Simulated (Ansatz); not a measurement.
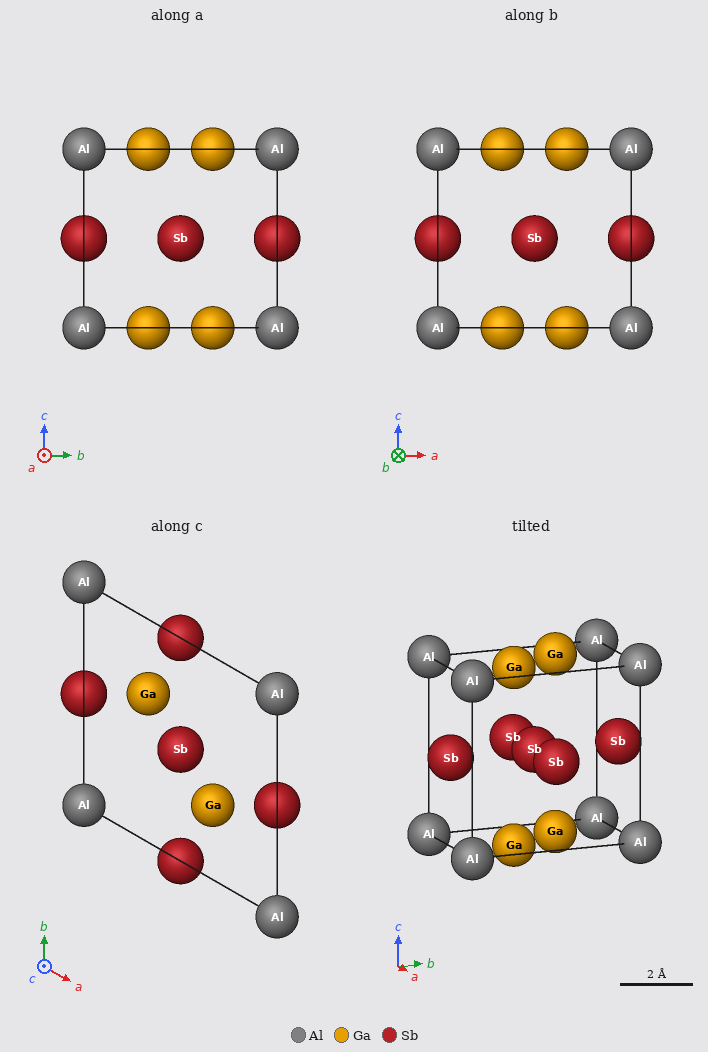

Spheres-only drawing of the structure, looking along the a axis, along the b axis, along the c axis and slightly off an axis. The wireframe shows the conventional unit cell.

Lattice parameters: a = 6.2445 Å, b = 6.2445 Å, c = 5.0027 Å, α = 90.000°, β = 90.000°, γ = 120.000°.

Transcribe the picture into a CIF in P1 with every atom of the cell.

Answer.
```cif
data_structure
_symmetry_space_group_name_H-M 'P 1'
_symmetry_Int_Tables_number 1
_cell_length_a 6.2445
_cell_length_b 6.2445
_cell_length_c 5.0027
_cell_angle_alpha 90.000
_cell_angle_beta 90.000
_cell_angle_gamma 120.000
_cell_volume 168.94
loop_
_atom_site_label
_atom_site_type_symbol
_atom_site_fract_x
_atom_site_fract_y
_atom_site_fract_z
_atom_site_occupancy
Al1 Al 0.0000 0.0000 0.0000 1
Ga1 Ga 0.3333 0.6667 0.0000 1
Ga2 Ga 0.6667 0.3333 0.0000 1
Sb1 Sb 0.5000 0.0000 0.5000 1
Sb2 Sb 0.0000 0.5000 0.5000 1
Sb3 Sb 0.5000 0.5000 0.5000 1
```

The structure comes from a structure type filled with these elements by a generator (whether the compound takes this form wasn't checked). This is the structure after a relaxation with DFT PBE, scalar-relativistic, plane waves, PAW in Ansatz 0.2.0.
